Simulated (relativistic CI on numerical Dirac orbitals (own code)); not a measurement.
# N⁺: one ion under different settings

How much do the settings matter for N⁺? One ion, several inputs.

Method: Dirac-Coulomb-Breit CI, KLI orbitals optimised for each configuration, model QED (radiative potential, 1s self-energy scaled to tabulated hydrogen-like ionisation energies), numerical settings as typed. Code: relativistic CI on numerical Dirac orbitals (own code) version 3.

### Step 1. The atom as given

```
ion            : N⁺ (N II)
nuclear charge : 7
electrons      : 6
isotope        : A = 14
```

### Step 2. A try

Settings of the run:

```ini
atom N  Z=7  charge=1  electrons=6
nucleus A=14  rms_radius_fm=2.5582
hamiltonian dirac-coulomb  breit=on  qed=on  c_scale=1
orbitals kli  potential=per-configuration
slater_scale 1
correlation none
mixing on
grid step=0.0125 r_max=25.7
scf mixing=0.4 start=green max_iterations=150 tolerance=2e-08 node_fill=0.05
configurations
  [He] 2s2 2p2
  [He] 2s 2p3
  [He] 2p4
  [He] 2s2 2p 3s
  [He] 2s2 2p 3p
end
```

Run with:

```bash
$ python run_levels.py task.json out
```

task.json lists these runs, among others, and the program works through them in turn.

Results of the run (chosen fields of its result record, rounded):

```text
status: not_converged
warnings: ["orbital 3p1/2 not found"]
scf_steps of the first configuration [iteration, E_Ha, residual, outer_eigenvalue_Ha]:
  - [1, -53.617578, 0.466, -1.358]
  - [2, -53.82687353, 0.217, -1.165]
  - [3, -53.87691, 0.0115, -1.049]
  - [4, -53.87726574, 0.00527, -1.062]
  - [5, -53.87733092, 0.000294, -1.066]
  - [6, -53.87733089, 2.05e-05, -1.066]
  - [7, -53.87733094, 1.52e-06, -1.066]
  - [8, -53.87733096, 8.5e-08, -1.066]
  - [9, -53.87733096, 3.13e-08, -1.066]
  - [10, -53.87733096, 3.37e-10, -1.066]
```

Run time: 0.045 s. Hardware: 1 thread, shared host.

What went wrong: the run ended without a result. An orbital is not bound on this grid with the right number of nodes. The input had end of the grid 25.7. The cure is to let the grid reach far enough, with the usual settings.

### Step 3. An attempt

Changes to the settings of step 2:

```diff
@@ -7,4 +7,4 @@
 mixing on
-grid step=0.0125 r_max=25.7
-scf mixing=0.4 start=green max_iterations=150 tolerance=2e-08 node_fill=0.05
+grid step=0.0125 r_max=7.71
+scf mixing=0.4 start=green max_iterations=66 tolerance=2e-08 node_fill=0.05
 configurations
```

Result record:

```text
status: not_converged
warnings: ["orbital 2s not found"]
scf_steps of the first configuration [iteration, E_Ha, residual, outer_eigenvalue_Ha]:
  - [1, -53.617578, 0.466, -1.358]
  - [2, -53.82687353, 0.217, -1.165]
  - [3, -53.87690861, 0.0115, -1.048]
  - [4, -53.87727274, 0.00524, -1.063]
  - [5, -53.87733092, 0.000293, -1.066]
  - [6, -53.87733087, 2.31e-05, -1.066]
  - [7, -53.87733096, 1.6e-06, -1.066]
  - [8, -53.87733099, 9.73e-08, -1.066]
  - [9, -53.87733098, 3.61e-08, -1.066]
  - [10, -53.87733099, 3.3e-10, -1.066]
```

It took 0.0082 s on 1 thread, shared host.

What went wrong: the run ended without a result. An orbital is not bound on this grid with the right number of nodes. The input had end of the grid 7.71. The cure is to let the grid reach far enough, with the usual settings.

### Step 4. The mended input

Changes to the settings of step 3:

```diff
@@ -7,4 +7,4 @@
 mixing on
-grid step=0.0125 r_max=7.71
-scf mixing=0.4 start=green max_iterations=66 tolerance=2e-08 node_fill=0.05
+grid step=0.0125 r_max=51.4
+scf mixing=0.4 start=green max_iterations=150 tolerance=2e-08 node_fill=0.05
 configurations
```

Result record:

```text
status: converged
levels [i, E_cm, J2, conf, term, w_term, w_jj]:
  - [0, 0, 0, "2s2 2p2", "3P", 0.9799, 0.6572]
  - [1, 46.164796, 2, "2s2 2p2", "3P", 0.9799, 0.9799]
  - [2, 123.25318, 4, "2s2 2p2", "3P", 0.9799, 0.6498]
  - [3, 17612.523, 4, "2s2 2p2", "1D", 0.9804, 0.6502]
  - [4, 30670.887, 0, "2s2 2p2", "1S", 0.931, 0.6245]
  - [5, 37066.471, 4, "2s 2p3", "5S*", 1, 0.5555]
  - [6, 95662.293, 6, "2s 2p3", "3D*", 1, 1]
  - [7, 95676.193, 4, "2s 2p3", "3D*", 1, 0.6668]
  - [8, 95678.744, 2, "2s 2p3", "3D*", 1, 0.4444]
  - [9, 112638.88, 2, "2s 2p3", "3P*", 0.9893, 0.6596]
  - [10, 112640.45, 4, "2s 2p3", "3P*", 0.9894, 0.4975]
  - [11, 112644.33, 0, "2s 2p3", "3P*", 0.9893, 0.9893]
  - [12, 152661.89, 0, "2s2 2p 3s", "3P*", 0.9893, 0.9893]
  - [13, 152716.05, 2, "2s2 2p 3s", "3P*", 0.9881, 0.6914]
  - "... 16 more rows left out ..."
total_energy [Ha]: -53.931094911
n_levels_all: 34
overlap: 2.6559e-13
scf_iterations: [10, 10, 10, 9, 9]
orbital_energies [Ha]: {"1s": -15.176, "2s": -1.50363, "2p1/2": -1.06646, "2p3/2": -1.06557}
configurations [conf, odd, states, E_av_Ha, breit_Ha, qed_Ha]:
  - ["2s2 2p2", 0, 15, -53.87733096, 0.004665, 0.002951]
  - ["2s 2p3", 1, 40, -53.42851944, 0.00462, 0.002864]
  - ["2p4", 0, 15, -52.85387433, 0.004586, 0.002777]
  - ["2s2 2p 3s", 1, 12, -53.240642, 0.004601, 0.002987]
  - ["2s2 2p 3p", 0, 36, -53.15195089, 0.004589, 0.002975]
scf_steps of the first configuration [iteration, E_Ha, residual, outer_eigenvalue_Ha]:
  - [1, -53.617578, 0.466, -1.358]
  - [2, -53.82687353, 0.217, -1.165]
  - [3, -53.87691, 0.0115, -1.049]
  - [4, -53.87726574, 0.00527, -1.062]
  - [5, -53.87733092, 0.000294, -1.066]
  - [6, -53.87733089, 2.05e-05, -1.066]
  - [7, -53.87733094, 1.52e-06, -1.066]
  - [8, -53.87733096, 8.5e-08, -1.066]
  - [9, -53.87733096, 3.12e-08, -1.066]
  - [10, -53.87733096, 3.37e-10, -1.066]
```

Run time: 0.12 s. Hardware: 1 thread, shared host.

### Step 5. Slater scale 0.5

Changes to the settings of step 4:

```diff
@@ -4,3 +4,3 @@
 orbitals kli  potential=per-configuration
-slater_scale 1
+slater_scale 0.5
 correlation none
```

Result record:

```text
status: converged
levels [i, E_cm, J2, conf, term, w_term]:
  - [0, 0, 0, "2s2 2p2", "3P", 0.9942]
  - [1, 47.879298, 2, "2s2 2p2", "3P", 0.9943]
  - [2, 127.29587, 4, "2s2 2p2", "3P", 0.9942]
  - [3, 8908.4919, 4, "2s2 2p2", "1D", 0.9948]
  - [4, 18237.402, 0, "2s2 2p2", "1S", 0.9781]
  - [5, 66744.182, 4, "2s 2p3", "5S*", 1]
  - [6, 96035.889, 6, "2s 2p3", "3D*", 1]
  - [7, 96051.155, 4, "2s 2p3", "3D*", 0.9999]
  - "... 22 more rows left out ..."
total_energy [Ha]: -53.895747351
n_levels_all: 34
overlap: 2.6559e-13
scf_iterations: [10, 10, 10, 9, 9]
orbital_energies [Ha]: {"1s": -15.176, "2s": -1.50363, "2p1/2": -1.06646, "2p3/2": -1.06557}
configurations [conf, odd, states, E_av_Ha, breit_Ha, qed_Ha]:
  - ["2s2 2p2", 0, 15, -53.87733096, 0.004665, 0.002951]
  - ["2s 2p3", 1, 40, -53.42851944, 0.00462, 0.002864]
  - ["2p4", 0, 15, -52.85387433, 0.004586, 0.002777]
  - ["2s2 2p 3s", 1, 12, -53.240642, 0.004601, 0.002987]
  - ["2s2 2p 3p", 0, 36, -53.15195089, 0.004589, 0.002975]
scf_steps of the first configuration [iteration, E_Ha, residual, outer_eigenvalue_Ha]:
  - [1, -53.617578, 0.466, -1.358]
  - [2, -53.82687353, 0.217, -1.165]
  - [3, -53.87691, 0.0115, -1.049]
  - [4, -53.87726574, 0.00527, -1.062]
  - [5, -53.87733092, 0.000294, -1.066]
  - [6, -53.87733089, 2.05e-05, -1.066]
  - [7, -53.87733094, 1.52e-06, -1.066]
  - [8, -53.87733096, 8.5e-08, -1.066]
  - [9, -53.87733096, 3.12e-08, -1.066]
  - [10, -53.87733096, 3.37e-10, -1.066]
```

Wall time 0.11 s (1 thread, shared host).

### Step 6. Potential mixing 0.05

Settings of the run:

```ini
atom N  Z=7  charge=1  electrons=6
nucleus A=14  rms_radius_fm=2.5582
hamiltonian dirac-coulomb  breit=on  qed=on  c_scale=1
orbitals kli  potential=per-configuration
slater_scale 1
correlation none
mixing on
grid step=0.0125 r_max=51.4
scf mixing=0.05 start=green max_iterations=150 tolerance=2e-08 node_fill=0.05
configurations
  [He] 2s2 2p2
  [He] 2s 2p3
  [He] 2p4
  [He] 2s2 2p 3s
  [He] 2s2 2p 3p
end
```

Result record:

```text
status: converged
levels [i, E_cm, J2, conf, term, w_term]:
  - [0, 0, 0, "2s2 2p2", "3P", 0.9799]
  - [1, 46.164796, 2, "2s2 2p2", "3P", 0.9799]
  - [2, 123.25318, 4, "2s2 2p2", "3P", 0.9799]
  - [3, 17612.523, 4, "2s2 2p2", "1D", 0.9804]
  - [4, 30670.887, 0, "2s2 2p2", "1S", 0.931]
  - [5, 37066.471, 4, "2s 2p3", "5S*", 1]
  - [6, 95662.293, 6, "2s 2p3", "3D*", 1]
  - [7, 95676.193, 4, "2s 2p3", "3D*", 1]
  - "... 22 more rows left out ..."
total_energy [Ha]: -53.931094911
n_levels_all: 34
overlap: 2.63136e-13
scf_iterations: [11, 12, 12, 11, 11]
orbital_energies [Ha]: {"1s": -15.176, "2s": -1.50363, "2p1/2": -1.06646, "2p3/2": -1.06557}
configurations [conf, odd, states, E_av_Ha, breit_Ha, qed_Ha]:
  - ["2s2 2p2", 0, 15, -53.87733096, 0.004665, 0.002951]
  - ["2s 2p3", 1, 40, -53.42851944, 0.00462, 0.002864]
  - ["2p4", 0, 15, -52.85387433, 0.004586, 0.002777]
  - ["2s2 2p 3s", 1, 12, -53.240642, 0.004601, 0.002987]
  - ["2s2 2p 3p", 0, 36, -53.15195089, 0.004589, 0.002975]
scf_steps of the first configuration [iteration, E_Ha, residual, outer_eigenvalue_Ha]:
  - [1, -53.617578, 0.466, -1.358]
  - [2, -53.65218817, 0.436, -1.332]
  - [3, -53.87639193, 0.0177, -1.04]
  - [4, -53.87652268, 0.0167, -1.044]
  - [5, -53.87732525, 0.000664, -1.065]
  - [6, -53.87733239, 0.000571, -1.066]
  - [7, -53.8773314, 4.39e-05, -1.066]
  - [8, -53.87733093, 4.4e-06, -1.066]
  - [9, -53.87733095, 8.33e-07, -1.066]
  - [10, -53.87733096, 6.43e-08, -1.066]
  - [11, -53.87733096, 2.2e-09, -1.066]
```

It took 0.12 s on 1 thread, shared host.

### Step 7. Potential mixing 0.2

Changes to the settings of step 6:

```diff
@@ -8,3 +8,3 @@
 grid step=0.0125 r_max=51.4
-scf mixing=0.05 start=green max_iterations=150 tolerance=2e-08 node_fill=0.05
+scf mixing=0.2 start=green max_iterations=150 tolerance=2e-08 node_fill=0.05
 configurations
```

Result record:

```text
status: converged
levels [i, E_cm, J2, conf, term, w_term]:
  - [0, 0, 0, "2s2 2p2", "3P", 0.9799]
  - [1, 46.164795, 2, "2s2 2p2", "3P", 0.9799]
  - [2, 123.25318, 4, "2s2 2p2", "3P", 0.9799]
  - [3, 17612.523, 4, "2s2 2p2", "1D", 0.9804]
  - [4, 30670.887, 0, "2s2 2p2", "1S", 0.931]
  - [5, 37066.471, 4, "2s 2p3", "5S*", 1]
  - [6, 95662.293, 6, "2s 2p3", "3D*", 1]
  - [7, 95676.193, 4, "2s 2p3", "3D*", 1]
  - "... 22 more rows left out ..."
total_energy [Ha]: -53.931094912
n_levels_all: 34
overlap: 2.65062e-13
scf_iterations: [10, 11, 10, 10, 10]
orbital_energies [Ha]: {"1s": -15.176, "2s": -1.50363, "2p1/2": -1.06646, "2p3/2": -1.06557}
configurations [conf, odd, states, E_av_Ha, breit_Ha, qed_Ha]:
  - ["2s2 2p2", 0, 15, -53.87733096, 0.004665, 0.002951]
  - ["2s 2p3", 1, 40, -53.42851944, 0.00462, 0.002864]
  - ["2p4", 0, 15, -52.85387433, 0.004586, 0.002777]
  - ["2s2 2p 3s", 1, 12, -53.240642, 0.004601, 0.002987]
  - ["2s2 2p 3p", 0, 36, -53.15195089, 0.004589, 0.002975]
scf_steps of the first configuration [iteration, E_Ha, residual, outer_eigenvalue_Ha]:
  - [1, -53.617578, 0.466, -1.358]
  - [2, -53.74184257, 0.343, -1.257]
  - [3, -53.876623, 0.0153, -1.043]
  - [4, -53.87691326, 0.0121, -1.051]
  - [5, -53.87733059, 0.000461, -1.066]
  - [6, -53.87733318, 0.000181, -1.066]
  - [7, -53.87733095, 3.21e-06, -1.066]
  - [8, -53.87733092, 3.04e-06, -1.066]
  - [9, -53.87733096, 5.57e-08, -1.066]
  - [10, -53.87733096, 1.27e-08, -1.066]
```

It took 0.12 s on 1 thread, shared host.

### Step 8. Grid step 0.15

Changes to the settings of step 7:

```diff
@@ -7,4 +7,4 @@
 mixing on
-grid step=0.0125 r_max=51.4
-scf mixing=0.2 start=green max_iterations=150 tolerance=2e-08 node_fill=0.05
+grid step=0.15 r_max=51.4
+scf mixing=0.4 start=green max_iterations=55 tolerance=2e-08 node_fill=0.05
 configurations
```

Result record:

```text
status: converged
levels [i, E_cm, J2, conf, term, w_term]:
  - [0, 0, 0, "2s2 2p2", "3P", 0.9799]
  - [1, 46.419684, 2, "2s2 2p2", "3P", 0.9799]
  - [2, 124.00415, 4, "2s2 2p2", "3P", 0.9799]
  - [3, 17612.728, 4, "2s2 2p2", "1D", 0.9804]
  - [4, 30670.328, 0, "2s2 2p2", "1S", 0.931]
  - [5, 37062.539, 4, "2s 2p3", "5S*", 1]
  - [6, 95658.041, 6, "2s 2p3", "3D*", 1]
  - [7, 95672.002, 4, "2s 2p3", "3D*", 1]
  - "... 22 more rows left out ..."
total_energy [Ha]: -53.931084286
n_levels_all: 34
overlap: 7.96129e-06
scf_iterations: [10, 10, 10, 9, 9]
orbital_energies [Ha]: {"1s": -15.1761, "2s": -1.5036, "2p1/2": -1.06645, "2p3/2": -1.06556}
configurations [conf, odd, states, E_av_Ha, breit_Ha, qed_Ha]:
  - ["2s2 2p2", 0, 15, -53.87731888, 0.004665, 0.002951]
  - ["2s 2p3", 1, 40, -53.42852849, 0.00462, 0.002864]
  - ["2p4", 0, 15, -52.85388443, 0.004586, 0.002778]
  - ["2s2 2p 3s", 1, 12, -53.24065382, 0.004601, 0.002988]
  - ["2s2 2p 3p", 0, 36, -53.15191353, 0.004589, 0.002976]
scf_steps of the first configuration [iteration, E_Ha, residual, outer_eigenvalue_Ha]:
  - [1, -53.61742339, 0.466, -1.358]
  - [2, -53.82685009, 0.217, -1.165]
  - [3, -53.87694819, 0.0115, -1.048]
  - [4, -53.87727529, 0.00526, -1.062]
  - [5, -53.87732264, 0.000293, -1.066]
  - [6, -53.87731885, 2.14e-05, -1.066]
  - [7, -53.8773189, 1.53e-06, -1.066]
  - [8, -53.87731888, 9.12e-08, -1.066]
  - [9, -53.87731888, 3.6e-08, -1.066]
  - [10, -53.87731888, 3.46e-10, -1.066]
```

It took 0.038 s on 1 thread, shared host.

A bad setting: its result is shown only for the comparison.

### Step 9. The runs side by side

| setting | total energy less usual (Ha) | largest shift of a level among the lowest eight of both runs, same label and place (cm⁻¹) | SCF iterations | time | lowest level | kind of change |
| --- | --- | --- | --- | --- | --- | --- |
| usual | 0 | 0 | 48 | 0.12 s | 2p2 3P0 | - |
| Slater scale 0.5 | 0.0353 | 29700 | 48 | 0.11 s | 2p2 3P0 | model term |
| potential mixing 0.05 | 0 | 0 | 57 | 0.12 s | 2p2 3P0 | numerical |
| potential mixing 0.2 | 0 | 0 | 51 | 0.12 s | 2p2 3P0 | numerical |
| grid step 0.15 | 1.06e-05 | 4.25 | 48 | 0.038 s | 2p2 3P0 | unsound |

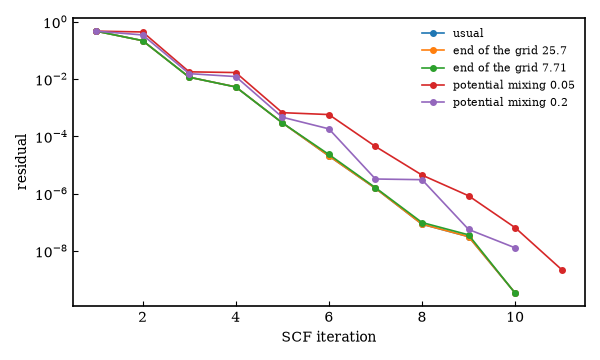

Residual of the first configuration's SCF.

### Step 10. Results

| quantity | value |
| --- | --- |
| lowest level, usual settings | 2p2 3P0 |
| total energy | -53.9311 Ha |
| first excitation | 46.2 cm⁻¹ |
| runs without a result | 2 |

In words: Among the runs whose levels can be followed, they move most under «Slater scale 0.5» (model term), by up to 29700 cm⁻¹. No visible change in the result comes from «potential mixing 0.05» or «potential mixing 0.2». Only the listed configurations are in the model. In a near-neutral ion this small CI can misplace whole configurations by 10,000 cm⁻¹ or more.
